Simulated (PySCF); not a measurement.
**O$_{2}$, triplet, SMILES `O=O`: what the electrons do**

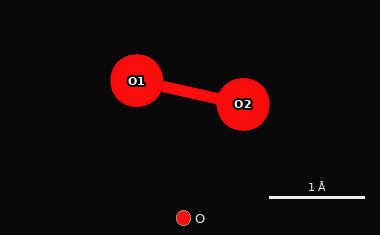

The molecule, with its atoms numbered as below. No frequency check shows the geometry to be a minimum.

Geometry (Å), atoms numbered from 1:

```
O1       0.6049    0.0000    0.0000
O2      -0.6049    0.0000    0.0000
```

Part 1: Bonding charge

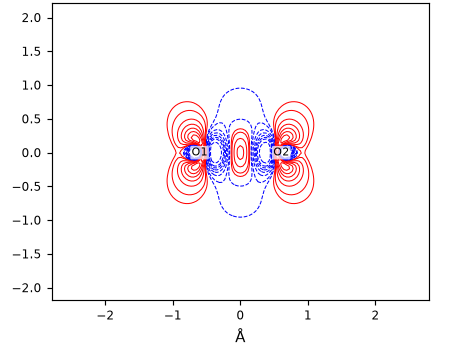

Deformation density (molecule less spherical, spin-averaged free atoms) in a plane that holds the bond; contours at ±0.05 to ±0.8 e/Å³; solid red lines: gain, dashed blue lines: loss.

Level of theory: PBE0/6-311+G** (PySCF), at a geometry from GFN2-xTB. The stability of the open-shell solution wasn't checked. GFN2-xTB doesn't know the spin state, so this open-shell geometry is rough.

Question: How much density has each bond in this plane gained at its critical point, relative to the free atoms?

Answer: O1–O2: +0.34 e/Å³ at the bond critical point (bond length 1.21 Å). In all, 0.4 electrons gather in the regions of gain relative to the promolecule.

Question: Where do the Hirshfeld charges lie?

Answer: The highest Hirshfeld charge is on O1 and O2 (0.00 e), the lowest on O1 and O2 (0.00 e).

Part 2: Bond critical points

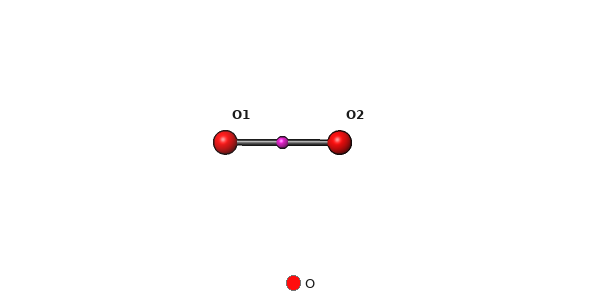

Molecular graph of the electron density (QTAIM): bond paths, bond critical points (magenta), ring points (cyan, if any); weak paths are dashed.

Question: How many critical points of each kind are there, and does the count close?

Answer: 2 nuclei, 1 bond, 0 ring and 0 cage critical points: 2 − 1 + 0 − 0 = 1, as the Poincaré–Hopf relation requires.

Question: Give the properties at the bond critical points.

Answer:
| bond | length (Å) | ρ (a.u.) | ∇²ρ (a.u.) | ε | H (a.u.) |
| --- | --- | --- | --- | --- | --- |
| O1–O2 | 1.210 | 0.537 | −0.78 | 0.00 | −0.660 |

Question: What kind of interaction is O1–O2?

Answer: Shared-shell (covalent): ρ = 0.537, ∇²ρ = −0.78, H = −0.660 a.u.

Part 3: Local ionisation energy

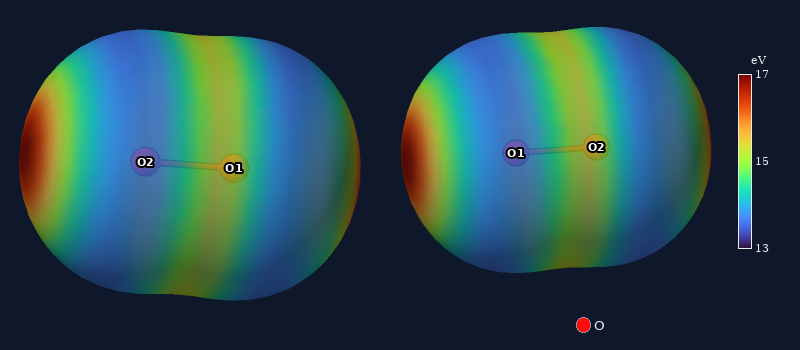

Average local ionisation energy on the surface of electron density 0.001 a.u. (back view left, front view right).

Question: Locate the minima of the map.

Answer: The lowest value is 13.6 eV, 1.8 Å from O2, and at like points elsewhere. For comparison, the highest occupied orbital lies at −9.1 eV.

Part 4: Spin density

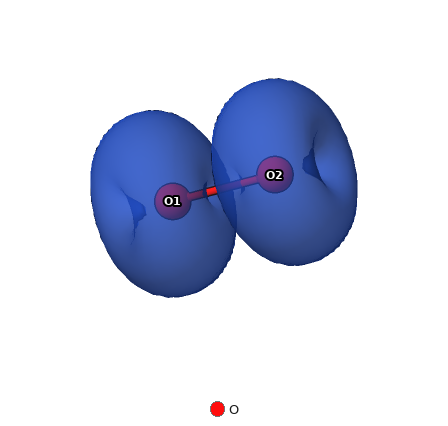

Spin density ρα − ρβ at ±0.05 e/Å³ (blue: excess α, red: excess β).

Question: How is the spin shared among the atoms?

Answer: Hirshfeld spin populations: O1 and O2 +1.00. ⟨S²⟩ = 2.01, against 2.00 for a pure state.

Part 5: In an electric field

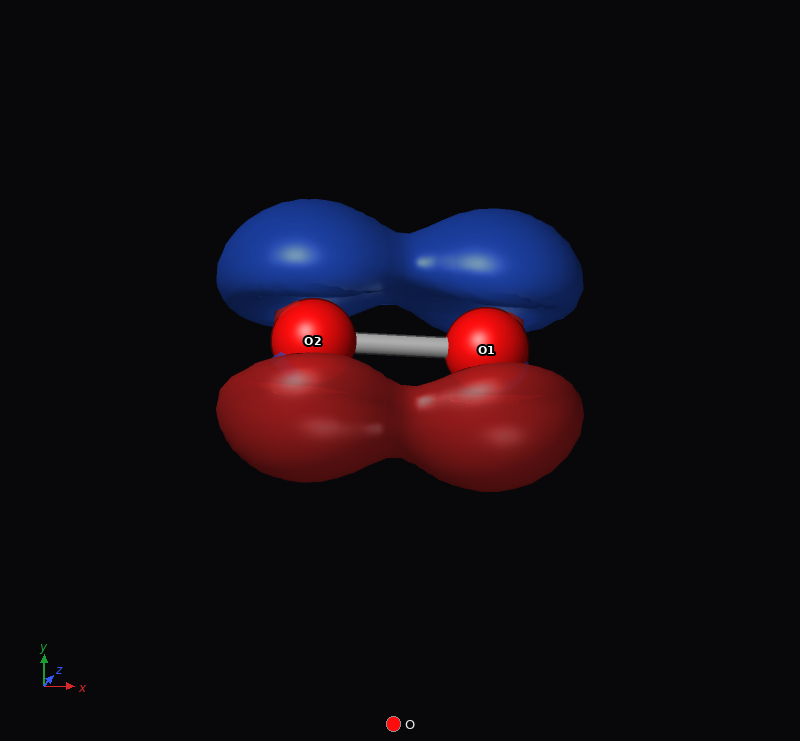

Change of the electron density in a uniform field of 0.21 V/Å, surfaces at ±0.0015 e/Å³ (red: gain, blue: loss).

Method: BLYP/6-31G*; geometry: GFN2-xTB; program: PySCF. A basis without diffuse functions makes polarisabilities too small. The stability of the open-shell solution wasn't checked. GFN2-xTB doesn't know the spin state, so this open-shell geometry is rough.

Question: Along which Cartesian direction does the field point?

Answer: Along +y: electrons gather on the −y side, against the field.

Question: What dipole is induced, and what polarisability does it imply?

Answer: The induced dipole is 0.04 D (along the field); α along this axis, from the fields in both directions, is 4 bohr³ (0.6 Å³).

Question: Which atoms gain and lose the most charge?

Answer: Hardly any: no atom's Hirshfeld charge changes by as much as 0.002 e. The density shifts from one side of each atom to the other; 0.007 electrons are displaced in all.
